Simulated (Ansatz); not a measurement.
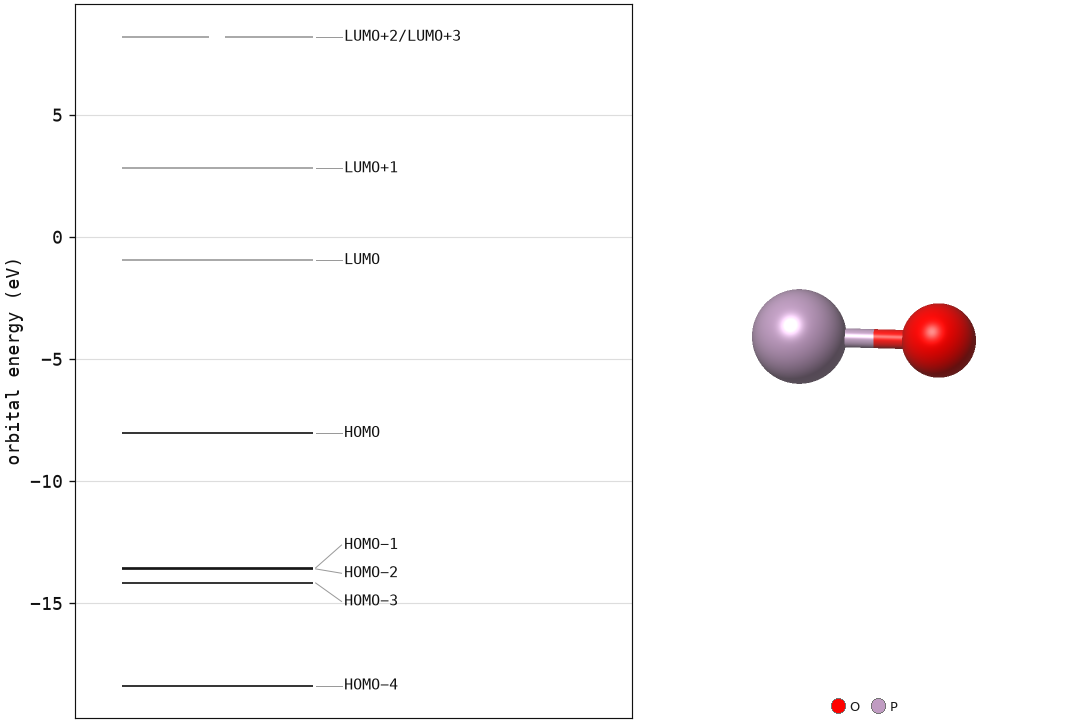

PO, doublet. Kohn-Sham orbital energies near the frontier (alpha spin), ωB97X-V/def2-TZVPP in the Ansatz code 0.2.0, at a PBE0-D4/def2-TZVP geometry (a minimum by its frequencies), isolated molecule; empty levels in grey, levels within 0.03 eV side by side.

Q: Where do the highest filled and lowest empty alpha orbitals lie?

A: HOMO at −8.04 eV, LUMO at −0.96 eV, 7.08 eV apart.

Q: How far below the HOMO does the next level lie?

A: 5.52 eV.

Q: And the beta frontier levels?

A: Beta HOMO −12.89 eV, beta LUMO −0.73 eV.

Note: empty levels above zero depend strongly on the basis.
